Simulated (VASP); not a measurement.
Band structure of KZnF₃ (cubic perovskite). Method: PBE GGA, VASP's PBE PAW potentials (set 64) (plane waves; VASP).

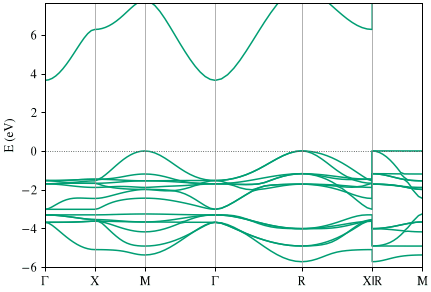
*Bands along high-symmetry lines, zero at the valence-band maximum or, without a gap, the Fermi level*

Read the plot: is there a gap, and where are the band edges?

The gap is indirect, 3.65 eV, from the valence maximum at R to the conduction minimum at Γ. (Edges off the drawn lines would not show.)

The compound is KZnF3 in the cubic perovskite structure. It was relaxed first, which changed the volume by +6 %.
